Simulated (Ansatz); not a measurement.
# Band gap of TaAgO3 (R3c) from density functionals to GW

What gap does each level of theory give for TaAgO3 (R3c), and in what time?

Main program and level: Ansatz 0.2.0; density functionals, hybrids and G0W0, plane waves, PAW.

**What was measured.**

- Gap 3.36 eV: indirect optical gap from Kubelka-Munk plot; UV-Vis diffuse reflectance; powder (pristine, solid-state reaction at 900 C) (“Fabrication of ILs-Assisted AgTaO3 Nanoparticles for the Water Splitting Reaction: The Effect of ILs on Morphology and Photoactivity”, 2020, pmc:7559565).

Most raw output is cut from this account.

In doubt: one-shot GW on d or f shells is unsure (steps 7, 8, 9), so the values of those runs are not to be relied on; masses and optical values from hybrid runs of this build are listed as unsure (steps 8, 9), which bears on the screening that GW takes from such a start.

## Step 1: The structure

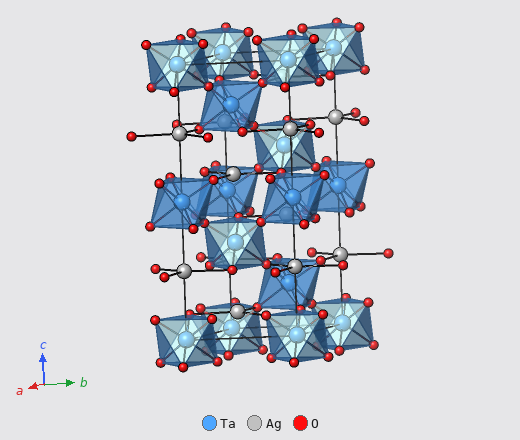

The cell as given, slightly off an axis (tantalum blue, silver light grey, oxygen red). This picture shows the conventional cell, with its axes. Some periodic images of atoms are drawn too.

Structure file:

```cif
data_structure
_symmetry_space_group_name_H-M 'R3c:H'
_symmetry_Int_Tables_number 161
_cell_length_a 5.5281
_cell_length_b 5.5281
_cell_length_c 13.7159
_cell_angle_alpha 90.000
_cell_angle_beta 90.000
_cell_angle_gamma 120.000
_cell_volume 363.00
loop_
_atom_site_label
_atom_site_type_symbol
_atom_site_symmetry_multiplicity
_atom_site_Wyckoff_symbol
_atom_site_fract_x
_atom_site_fract_y
_atom_site_fract_z
_atom_site_occupancy
Ta1 Ta 6 a 0.00000 0.00000 0.00264 1
Ag1 Ag 6 a 0.66667 0.33333 0.08433 1
O1 O 18 b 0.23299 0.33382 0.08139 1
```

Geometry: measured cell, ions relaxed with LDA. The runs that relaxed it are not among those shown. Spin-orbit coupling is left out unless a step names it.

The logs state that the PAW files were generated under PBE.

## Step 2: LDA on the 6×6×6 mesh

Levels along a band path and on the mesh show where this functional puts the band edges.

This step: DFT, LDA, plane waves, PAW; PAW set soft_1.

Input file input.yaml:

```yaml
crystal:
  lattice:
    - [2.76405, 1.5958250116, 4.5719666667]
    - [-2.76405, 1.5958250116, 4.5719666667]
    - [0.0, -3.1916500231, 4.5719666667]
  atoms:
    - { symbol: Ta, position: [-0.0026386703, -0.0026386703, -0.0026386703] }
    - { symbol: Ta, position: [0.4973613297, 0.4973613297, 0.4973613297] }
    - { symbol: Ag, position: [0.2490011846, 0.2490011846, 0.2490011846] }
    - { symbol: Ag, position: [0.7490011846, 0.7490011846, 0.7490011846] }
    - { symbol: O, position: [0.8177770222, 0.6856263343, 0.2524341291] }
    - { symbol: O, position: [0.2524341291, 0.8177770222, 0.6856263343] }
    - { symbol: O, position: [0.6856263343, 0.2524341291, 0.8177770222] }
    - { symbol: O, position: [0.7524341291, 0.1856263343, 0.3177770222] }
    - { symbol: O, position: [0.1856263343, 0.3177770222, 0.7524341291] }
    - { symbol: O, position: [0.3177770222, 0.7524341291, 0.1856263343] }
kpoints:
  mp_grid: { grid: [6, 6, 6] }
  band_path:
    path:
      - [[0.0, 0.0, 0.0], [-0.5, -0.5, -0.5], [-0.24788857, -0.75211143, -0.5]]
      - [[0.24788857, -0.5, -0.24788857], [0.0, -0.5, 0.0], [0.0, 0.0, 0.0], [0.37394429, -0.37394429, 0.0]]
      - [[0.0, -0.62605571, -0.37394429], [0.0, -0.5, -0.5], [0.0, 0.0, 0.0]]
    npoints: 10
hamiltonian:
  xc: lda
  pseudopotentials: { kind: paw, azcp: { folder: soft_1 }, xc_functional: pbe }
scf:
  occupations: { method: fermi_dirac, width: 0.02 }
  n_extra_bands: 7
output:
  eigenvalues: true
  forces: true
  stress: true
```

Run with:

```sh
$ ansatz run input.yaml --threads 24 --pin off --max-ram 110592MiB --backend cuda --events-out ev --progress --plain --runs-dir out --devices 1 --max-vram 157GiB
```

Run time: 2.1 s. Hardware: 1 × NVIDIA GB200 with 24 threads of Arm Neoverse V2, shared host; peak memory 1.1 GiB; 4 s of CPU time.

This step gave:

* pressure: -8.114 GPa
* filled bands: 50
* gap: 1.849 eV
* valence top at: k = (0.167, 0.167, -0.333)
* conduction bottom at: F
* least direct gap: 1.948 eV

Over mesh and path the gap is 1.849 eV, from k = (0.167, 0.167, -0.333) to k = (0.000, -0.500, -0.500). The least direct gap found is 1.948 eV, at k = (0.000, -0.500, -0.500). The pressure in this cell is -8 GPa; the cell is kept.

## Step 3: LDA+SOC on the 6×6×6 mesh

This run has two-component orbitals with spin-orbit coupling.

This step: DFT, LDA with spin-orbit coupling, plane waves, PAW; PAW set soft_1.

input.yaml, the sections that differ from step 2:

```yaml
kpoints:
  mp_grid: { grid: [6, 6, 6] }
  band_path:
    path:
      - [0.0, 0.0, 0.0]
      - [-0.5, -0.5, -0.5]
      - [-0.24788857, -0.75211143, -0.5]
      - [0.24788857, -0.5, -0.24788857]
      - [0.0, -0.5, 0.0]
      - [0.37394429, -0.37394429, 0.0]
      - [0.0, -0.62605571, -0.37394429]
      - [0.0, -0.5, -0.5]
      - [0.1666666667, 0.1666666667, -0.3333333333]
    npoints: 1
hamiltonian:
  xc: lda
  pseudopotentials: { kind: paw_fr, azcp: { folder: soft_1 }, xc_functional: pbe }
scf:
  occupations: { method: fixed }
  n_extra_bands: 14
magnetization:
  noncollinear: true
  spin_orbit: true
# crystal, output: as in step 2
```

The job ended after 2.1 s (1 × NVIDIA GB200 with 24 threads; peak memory 1.3 GiB).

Numbers from this step:

```
pressure             : -8.302 GPa
gap                  : 1.788 eV
valence top at       : k = (0.167, 0.167, -0.333)
conduction bottom at : F
least direct gap     : 1.820 eV
```

Over mesh and listed points the gap is 1.788 eV, from k = (0.167, 0.167, -0.333) to k = (0.000, -0.500, -0.500). The least direct gap found is 1.820 eV, at k = (0.000, -0.500, -0.500). The pressure in this cell is -8 GPa; the cell is kept. LDA+SOC against LDA: 1.788 − 1.849 = −0.061 eV, with the same mesh, set of files (read in its fully relativistic form for the spin-orbit run) and cutoff, and both edges at the same k points. The spin-orbit run sees mesh and listed points alone, so its gap is an upper bound: the coupling can move an edge off these points, the more so as this crystal has no centre of inversion, and the change over the zone, its sign included where it is small, is not known.

## Step 4: r2SCAN on the 6×6×6 mesh

r2SCAN is a meta-GGA: it depends on the kinetic-energy density as well as on the density and its gradient.

This step: DFT, r2SCAN, plane waves, PAW; PAW set soft_1.

input.yaml, as its differences from that of step 3:

```diff
@@ -31,10 +31,7 @@
 hamiltonian:
-  xc: lda
-  pseudopotentials: { kind: paw_fr, azcp: { folder: soft_1 }, xc_functional: pbe }
+  xc: r2scan
+  pseudopotentials: { kind: paw, azcp: { folder: soft_1 } }
 scf:
   occupations: { method: fixed }
-  n_extra_bands: 14
-magnetization:
-  noncollinear: true
-  spin_orbit: true
+  n_extra_bands: 7
 output:
```

Wall time 2.3 s (1 × NVIDIA GB200 with 24 threads); peak memory 1.3 GiB; 5 s of CPU time.

Numbers from this step:

```
pressure             : -0.9880 GPa
gap                  : 2.318 eV
valence top at       : k = (0.167, 0.167, -0.333)
conduction bottom at : F
least direct gap     : 2.421 eV
```

Over mesh and listed points the gap is 2.318 eV, from k = (0.167, 0.167, -0.333) to k = (0.000, -0.500, -0.500). The least direct gap found is 2.421 eV, at k = (0.000, -0.500, -0.500). r2SCAN against LDA: 2.318 − 1.849 = +0.469 eV. The runs also differ in plane-wave cutoff (420 eV and 500 eV), so how much of this comes from the functional alone is not known.

## Step 5: HSE06 on the 4×4×4 mesh

HSE06 mixes in a quarter of exact exchange at short range.

This step: DFT, HSE06, plane waves, PAW; PAW set soft_1.

input.yaml, as its differences from that of step 4:

```diff
@@ -17,3 +17,3 @@
 kpoints:
-  mp_grid: { grid: [6, 6, 6] }
+  mp_grid: { grid: [4, 4, 4] }
   band_path:
@@ -31,3 +31,3 @@
 hamiltonian:
-  xc: r2scan
+  xc: hse06
   pseudopotentials: { kind: paw, azcp: { folder: soft_1 } }
@@ -38,3 +38 @@
   eigenvalues: true
-  forces: true
-  stress: true
```

Run time: 7.2 s. Hardware: 1 × NVIDIA GB200 with 24 threads; peak memory 1.6 GiB.

This step gave:

- gap: 3.422 eV
- valence top at: k = (0.167, 0.167, -0.333)
- conduction bottom at: F
- least direct gap: 3.532 eV
- exact-exchange fraction: 0.25

Over mesh and listed points the gap is 3.422 eV, from k = (0.167, 0.167, -0.333) to k = (0.000, -0.500, -0.500). The least direct gap found is 3.532 eV, at k = (0.000, -0.500, -0.500). On the 4×4×4 mesh alone the same run gives 3.443 eV, so that mesh misses an edge of HSE06: 3.443 − 3.422 = +0.021 eV. HSE06 against LDA: 3.422 − 1.849 = +1.573 eV. The runs also differ in mesh (6×6×6 and 4×4×4), so how much of this comes from the functional alone is not known.

## Step 6: PBE0 on the 4×4×4 mesh

PBE0 mixes in a quarter of exact exchange at all distances.

This step: DFT, PBE0, plane waves, PAW; PAW set soft_1.

input.yaml, as its differences from that of step 5:

```diff
@@ -31,3 +31,3 @@
 hamiltonian:
-  xc: hse06
+  xc: pbe0
   pseudopotentials: { kind: paw, azcp: { folder: soft_1 } }
```

Run time: 7 s. Hardware: 1 × NVIDIA GB200 with 24 threads; peak memory 1.5 GiB.

Numbers from this step:

* gap: 4.171 eV
* valence top at: k = (0.167, 0.167, -0.333)
* conduction bottom at: F
* least direct gap: 4.277 eV
* exact-exchange fraction: 0.25

Over mesh and listed points the gap is 4.171 eV, from k = (0.167, 0.167, -0.333) to k = (0.000, -0.500, -0.500). The least direct gap found is 4.277 eV, at k = (0.000, -0.500, -0.500). On the 4×4×4 mesh alone the same run gives 4.192 eV, so that mesh misses an edge of PBE0: 4.192 − 4.171 = +0.021 eV. PBE0 against HSE06: 4.171 − 3.422 = +0.749 eV, with the same mesh, files and cutoff, and both edges at the same k points.

## Step 7: G0W0@LDA, 4×4×4 mesh, 556 empty bands, screening to 160 eV, PAW set soft_1 files

G0W0 replaces the xc potential by a self-energy built once from the orbitals of the start. Levels are corrected in the window of bands that the input names, at points of the mesh.

This step: G0W0 on LDA, plane waves, PAW; PAW set soft_1.

input.yaml, as its differences from that of step 6:

```diff
@@ -18,21 +18,12 @@
   mp_grid: { grid: [4, 4, 4] }
-  band_path:
-    path:
-      - [0.0, 0.0, 0.0]
-      - [-0.5, -0.5, -0.5]
-      - [-0.24788857, -0.75211143, -0.5]
-      - [0.24788857, -0.5, -0.24788857]
-      - [0.0, -0.5, 0.0]
-      - [0.37394429, -0.37394429, 0.0]
-      - [0.0, -0.62605571, -0.37394429]
-      - [0.0, -0.5, -0.5]
-      - [0.1666666667, 0.1666666667, -0.3333333333]
-    npoints: 1
 hamiltonian:
-  xc: pbe0
-  pseudopotentials: { kind: paw, azcp: { folder: soft_1 } }
+  xc: lda
+  pseudopotentials: { kind: paw, azcp: { folder: soft_1 }, xc_functional: pbe }
 scf:
   occupations: { method: fixed }
-  n_extra_bands: 7
-output:
-  eigenvalues: true
+gw:
+  n_empty_bands: 556
+  ecut_chi: 160.0
+  qp_bands: [v3, c3]
+  qp_kpoints: band_edges
+  screening: { model: contour_deformation }
```

It took 20 s on 1 × NVIDIA GB200 with 24 threads; peak memory 2.5 GiB; 54 s of CPU time.

This step gave:

```yaml
bands_summed: 606
rpa_eps_infinity_on_this_mesh_eigenvalues: 6.791, 6.918, 6.918
plane_waves_in_the_screening_matrix: 537
g0w0_gap_over_the_corrected_points: 3.368 eV
k_of_the_valence_top: 0, 0, 0
k_of_the_conduction_bottom: 0, -0.5, -0.5
starting_gap_on_the_mesh: 1.865 eV
z_at_the_valence_top: 0.7285
z_at_the_conduction_bottom: 0.7884
least_direct_g0w0_gap_over_the_corrected_points: 3.395 eV
```

Over all 13 irreducible mesh points the G0W0 gap is 3.368 eV, from k = Γ to k = (0.000, -0.500, -0.500). The LDA gap of this run on the mesh is 1.865 eV. Other states bound it: the two that bound the G0W0 gap lie 1.997 eV apart in LDA, so state for state the correction is 3.368 − 1.997 = +1.371 eV, while gap against gap it is 3.368 − 1.865 = +1.503 eV.

## Step 8: G0W0@HSE06, 4×4×4 mesh, 258 empty bands, screening to 96 eV, PAW set soft_1 files

This step: G0W0 on HSE06, plane waves, PAW; PAW set soft_1.

input.yaml, as its differences from that of step 7:

```diff
@@ -19,4 +19,4 @@
 hamiltonian:
-  xc: lda
-  pseudopotentials: { kind: paw, azcp: { folder: soft_1 }, xc_functional: pbe }
+  xc: hse06
+  pseudopotentials: { kind: paw, azcp: { folder: soft_1 } }
 scf:
@@ -24,4 +24,4 @@
 gw:
-  n_empty_bands: 556
-  ecut_chi: 160.0
+  n_empty_bands: 258
+  ecut_chi: 96
   qp_bands: [v3, c3]
```

Wall time 18 s (1 × NVIDIA GB200 with 24 threads); peak memory 2 GiB; 79 s of CPU time.

This step gave:

```yaml
bands_summed: 308
rpa_eps_infinity_on_this_mesh_eigenvalues: 4.661, 4.759, 4.759
plane_waves_in_the_screening_matrix: 259
g0w0_gap_over_the_corrected_points: 3.705 eV
k_of_the_valence_top: 0, 0, 0
k_of_the_conduction_bottom: 0, -0.5, -0.5
starting_gap_on_the_mesh: 3.443 eV
z_at_the_valence_top: 0.7797
z_at_the_conduction_bottom: 0.8251
least_direct_g0w0_gap_over_the_corrected_points: 3.852 eV
```

Over all 13 irreducible mesh points the G0W0 gap is 3.705 eV, from k = Γ to k = (0.000, -0.500, -0.500). The HSE06 gap of this run on the mesh is 3.443 eV. Other states bound it: the two that bound the G0W0 gap lie 3.525 eV apart in HSE06, so state for state the correction is 3.705 − 3.525 = +0.180 eV, while gap against gap it is 3.705 − 3.443 = +0.262 eV. G0W0@HSE06 against G0W0@LDA with 308 bands (a further run, in the table below): 3.705 − 3.344 = +0.361 eV, with the same mesh, files and cutoffs, and both edges at the same k points.

## Step 9: G0W0@PBE0, 4×4×4 mesh, 258 empty bands, screening to 96 eV, PAW set soft_1 files

This step: G0W0 on PBE0, plane waves, PAW; PAW set soft_1.

input.yaml, as its differences from that of step 8:

```diff
@@ -19,3 +19,3 @@
 hamiltonian:
-  xc: hse06
+  xc: pbe0
   pseudopotentials: { kind: paw, azcp: { folder: soft_1 } }
```

The job ended after 19 s (1 × NVIDIA GB200 with 24 threads; peak memory 2.2 GiB; 75 s of CPU time).

This step gave:

```
bands summed                                    : 308
RPA ε∞ on this mesh (eigenvalues)               : 4.334, 4.424, 4.424
plane waves in the screening matrix             : 259
G0W0 gap over the corrected points              : 3.929 eV
k of the valence top                            : 0, 0, 0
k of the conduction bottom                      : 0, -0.5, -0.5
starting gap on the mesh                        : 4.192 eV
Z at the valence top                            : 0.7926
Z at the conduction bottom                      : 0.8357
least direct G0W0 gap over the corrected points : 4.073 eV
```

Over all 13 irreducible mesh points the G0W0 gap is 3.929 eV, from k = Γ to k = (0.000, -0.500, -0.500). The PBE0 gap of this run on the mesh is 4.192 eV. Other states bound it: the two that bound the G0W0 gap lie 4.281 eV apart in PBE0, so state for state the correction is 3.929 − 4.281 = −0.352 eV, while gap against gap it is 3.929 − 4.192 = −0.263 eV. G0W0@PBE0 against G0W0@HSE06 with 308 bands: 3.929 − 3.705 = +0.224 eV, with the same mesh, files and cutoffs, and both edges at the same k points.

[end of part 1 of 2]

[Paths, hosts, dates, memory and timing lines, banners, echoed tables and standing remarks are left out of the program output.]

[Logs are printed without paths, hosts, clocks, repeated set-up lines and the standing remarks that a program may print on its own settings, such as how far it seeks lower states.]

[Runs of the session that timed out or met a known fault of the program may be left out.]

[Cells called generated may have been cut or substituted from an entry of the Crystallography Open Database or the Materials Project.]

[Hosts, paths, dates, database ids (printed as entryN), source tags and the programs' standing remarks are cut or masked in the printed files.]

[Where an RPA ε∞ is given, it is that of the G0W0 mesh and is not shown converged in it. Names of k-points follow the symmetry that the program found, which can be lower than the space group named. Band edges on a path are those of the sampled points; other points can move an edge, and change direct to indirect where valleys lie close.]

[Hybrid gaps are those of their k-mesh and are not shown converged in it.]
